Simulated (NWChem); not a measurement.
# BH3S2 (SMILES SBS): levels of theory compared

We compute a comparison of 4 runs (SVWN5/cc-pVTZ, SVWN5/jun-cc-pV(D+d)Z, SVWN5/cc-pVDZ, SVWN5/aug-cc-pVDZ) of BH3S2. 

The calculation is run with NWChem 7.3.0.

## Step 1: The molecule

The species is BH3S2 (6 atoms), meant as a singlet with charge 0. As SMILES, `SBS`. Geometry: relaxed at PBE0-D4/def2-TZVP. This is one conformer, not always the lowest.

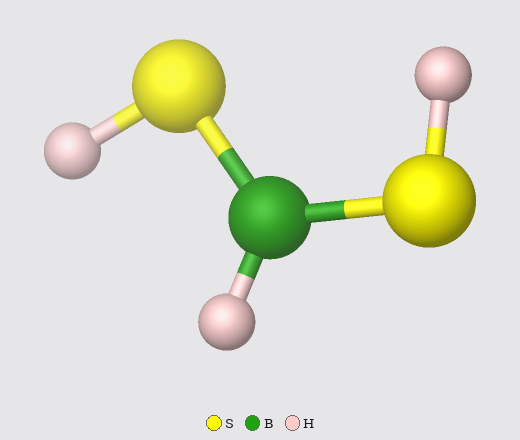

Viewed from a chosen angle; sulfur yellow, boron green, hydrogen pink.

## Step 2: Energy and gradient at SVWN5/cc-pVTZ (run 1)

bh3s2.nw reads:

```
start bh3s2
title "BH3S2"
memory stack 880 mb heap 220 mb global 1100 mb
charge 0

geometry units angstrom noautosym nocenter noautoz
  S     -0.819900    -0.605200    -1.516500
  B      0.091400    -0.453600     0.008900
  S      0.333100     1.114800     0.829800
  H     -1.145600     0.688100    -1.694600
  H      0.535500    -1.462200     0.457500
  H      1.047600     0.654100     1.868800
end

basis "ao basis" spherical bse
  * library cc-pVTZ
end

dft
  xc slater vwn_5
  grid fine
  convergence energy 1e-08
  iterations 100
  mulliken
  print low
end

task dft gradient
```

Started as:

```bash
$ nwchem bh3s2.nw > bh3s2.out
```

The program printed:

```text
[...]
 d= 0,ls=0.0,diis     1   -820.0378349372 -9.40D+02  5.48D-03  1.33D+00     9.4
[...]
 d= 0,ls=0.0,diis    11   -820.0985310697 -1.43D-09  1.11D-07  6.85D-10    76.2
         Total DFT energy =     -820.098531069650
      One electron energy =    -1372.835407898773
           Coulomb energy =      486.375098806672
    Exchange-Corr. energy =      -53.406945920190
 Nuclear repulsion energy =      119.768723942641
[...]
      Total Density - Mulliken Population Analysis
     ---------------------------------------------
    Atom       Charge   Shell Charges
 -----------   ------   -------------------------------------------------------
    1 S   16    16.07   2.00  1.80  0.28  1.13  0.58  5.78  0.96  2.30  1.16  0.03  0.05  0.01
    2 B    5     5.18   1.91  0.18  0.74  0.22  0.67  1.07  0.21  0.03  0.12  0.01
    3 S   16    16.08   2.00  1.80  0.28  1.12  0.59  5.78  0.96  2.29  1.16  0.03  0.05  0.01
    4 H    1     0.89   0.23  0.48  0.13  0.01  0.04  0.00
    5 H    1     0.91   0.25  0.45  0.19  0.00  0.01  0.00
    6 H    1     0.87   0.23  0.47  0.12  0.01  0.04  0.00
[...]
                         DFT ENERGY GRADIENTS
    atom               coordinates                        gradient
                 x          y          z           x          y          z
   1 S      -1.549386  -1.143662  -2.865769   -0.003639   0.007399  -0.003904
   2 B       0.172721  -0.857180   0.016819    0.002303  -0.005302   0.002296
   3 S       0.629468   2.106667   1.568095    0.004920  -0.000266   0.007940
   4 H      -2.164870   1.300320  -3.202330    0.001666  -0.007817   0.000583
   5 H       1.011948  -2.763157   0.864550   -0.001262   0.003040  -0.001229
   6 H       1.979677   1.236070   3.531520   -0.003987   0.002946  -0.005686
 Task  times  cpu:      104.2s     wall:      104.2s
 Total times  cpu:      104.2s     wall:      104.2s
```

It took 1.8 min on 1 thread of AMD EPYC 7R13 (Zen 3), shared host; peak memory 0.13 GiB.

## Step 3: Energy and forces at SVWN5/jun-cc-pV(D+d)Z (run 2)

job.nw reads:

```
start job
memory 2200 mb

geometry units angstrom noautosym nocenter noautoz
 S    -0.819900   -0.605200   -1.516500
 B     0.091400   -0.453600    0.008900
 S     0.333100    1.114800    0.829800
 H    -1.145600    0.688100   -1.694600
 H     0.535500   -1.462200    0.457500
 H     1.047600    0.654100    1.868800
end

basis spherical bse
 * library "jun-cc-pV(D+d)Z"
end

dft
 xc slater vwn_5
 grid fine
 convergence energy 1e-08
 maxiter 100
 mulliken
 print low
end

task dft gradient
```

Started as:

```bash
$ nwchem job.nw > job.out
```

The program printed:

```text
[...]
 d= 0,ls=0.0,diis     1   -820.0098317784 -9.40D+02  1.08D-02  5.60D-01     4.0
[...]
 d= 0,ls=0.0,diis    10   -820.0589148786 -9.36D-09  6.64D-07  4.37D-09    26.4
         Total DFT energy =     -820.058914878638
      One electron energy =    -1372.820689448681
           Coulomb energy =      486.449405512276
    Exchange-Corr. energy =      -53.456354884874
 Nuclear repulsion energy =      119.768723942641
[...]
      Total Density - Mulliken Population Analysis
     ---------------------------------------------
    Atom       Charge   Shell Charges
 -----------   ------   -------------------------------------------------------
    1 S   16    16.01   2.00  2.05  0.95  0.80  0.03  6.01  2.40  1.66  0.05  0.00  0.06
    2 B    5     5.29   2.02  0.60  0.38  0.02  1.63  0.52  0.01  0.11
    3 S   16    16.04   2.00  2.05  0.94  0.80  0.03  6.01  2.40  1.68  0.05  0.00  0.06
    4 H    1     0.88   0.68  0.17  0.03
    5 H    1     0.92   0.71  0.19  0.01
    6 H    1     0.86   0.68  0.15  0.03
[...]
                         DFT ENERGY GRADIENTS
    atom               coordinates                        gradient
                 x          y          z           x          y          z
   1 S      -1.549386  -1.143662  -2.865769   -0.003188   0.011147  -0.002148
   2 B       0.172721  -0.857180   0.016819    0.004098  -0.009442   0.004093
   3 S       0.629468   2.106667   1.568095    0.006365  -0.003969   0.009287
   4 H      -2.164870   1.300320  -3.202330    0.002397  -0.011100   0.000880
   5 H       1.011948  -2.763157   0.864550   -0.003877   0.009170  -0.003817
   6 H       1.979677   1.236070   3.531520   -0.005795   0.004194  -0.008295
 Task  times  cpu:       37.2s     wall:       37.2s
 Total times  cpu:       37.2s     wall:       37.2s
```

Wall time 38 s (1 thread of AMD EPYC 7R13 (Zen 3), shared host); peak memory 0.11 GiB.

Run 3 isn't shown in full; the table further down has it.

## Step 4: Energy and gradient at SVWN5/aug-cc-pVDZ (run 4)

bh3s2.nw reads:

```
START bh3s2
TITLE "BH3S2"
memory total 2200 mb

GEOMETRY units atomic noautosym nocenter noautoz
  S  -1.54938645 -1.14366225 -2.86576967
  B   0.17272097 -0.85717977  0.01681856
  S   0.62946777  2.10666668  1.56809474
  H  -2.16487025  1.30032055 -3.20232989
  H   1.01194834 -2.76315754  0.86454970
  H   1.97967709  1.23606986  3.53152018
END

BASIS spherical bse
  * library aug-cc-pVDZ
END

DFT
  xc slater vwn_5
  grid fine
  convergence energy 1e-08
  maxiter 100
  mulliken
  noprint "final vectors analysis"
END

TASK dft gradient
```

Started as:

```bash
$ nwchem bh3s2.nw > bh3s2.out
```

The program printed:

```text
[...]
          Wavefunction type:  closed shell.
          No. of atoms     :     6
          No. of electrons :    40
[...]
          Charge           :     0
          Spin multiplicity:     1
[...]
          AO basis - number of functions:   104
[...]
              XC Information
              --------------
                        Slater Exchange Functional  1.000 local
                      VWN V Correlation Functional  1.000 local
[...]
 d= 0,ls=0.0,diis     1   -820.0066886402 -9.40D+02  1.46D-02  5.82D-01     5.5
[...]
 d= 0,ls=0.0,diis    11   -820.0560403155 -7.64D-10  1.70D-07  2.46D-10    41.0
         Total DFT energy =     -820.056040315516
      One electron energy =    -1372.743183911778
           Coulomb energy =      486.367599864507
    Exchange-Corr. energy =      -53.449171596926
 Nuclear repulsion energy =      119.768715328682
[...]
      Total Density - Mulliken Population Analysis
     ---------------------------------------------
    Atom       Charge   Shell Charges
 -----------   ------   -------------------------------------------------------
    1 S   16    15.96   2.00  2.07  0.93  0.83  0.06  6.01  2.41  1.56  0.03  0.06  0.00
    2 B    5     5.75   2.02  0.59  0.71  0.02  1.66  0.62 -0.00  0.11  0.03
    3 S   16    15.94   2.00  2.07  0.93  0.82  0.06  6.01  2.42  1.55  0.02  0.06  0.01
    4 H    1     1.03   0.68  0.27  0.02  0.03  0.03
    5 H    1     0.28   0.73 -0.42 -0.05  0.01  0.01
    6 H    1     1.04   0.68  0.26  0.03  0.03  0.03
[...]
  wavefunction    = closed shell
                         DFT ENERGY GRADIENTS
    atom               coordinates                        gradient
                 x          y          z           x          y          z
   1 S      -1.549386  -1.143662  -2.865770   -0.002330   0.012936  -0.000263
   2 B       0.172721  -0.857180   0.016819    0.002272  -0.005526   0.002185
   3 S       0.629468   2.106667   1.568095    0.007154  -0.006469   0.009892
   4 H      -2.164870   1.300321  -3.202330    0.003060  -0.013088   0.001418
   5 H       1.011948  -2.763158   0.864550   -0.003231   0.007413  -0.003244
   6 H       1.979677   1.236070   3.531520   -0.006925   0.004735  -0.009989
[...]
```

It took 58 s on 1 thread of AMD EPYC 7R13 (Zen 3), shared host; peak memory 0.12 GiB.

## Step 5: The series

```
run                  level  energy (Eh)  largest force (eV/Å)  wall time
  1          SVWN5/cc-pVTZ  -820.098531                 0.481    1.8 min
  2  SVWN5/jun-cc-pV(D+d)Z  -820.058915                 0.614       38 s
  3          SVWN5/cc-pVDZ  -820.047738                 0.745       29 s
  4      SVWN5/aug-cc-pVDZ  -820.056040                 0.710       58 s
```

## Step 6: Summary of results

| quantity | value |
| --- | --- |
| run 4: total energy | -820.05604 Eh |
| run 4: dipole moment | 0.78 D |
| run 4: largest force on an atom | 0.710 eV/Å |

Over the runs the total energy spans 1.382 eV. All runs together took 3.8 min, the longest 1.8 min.
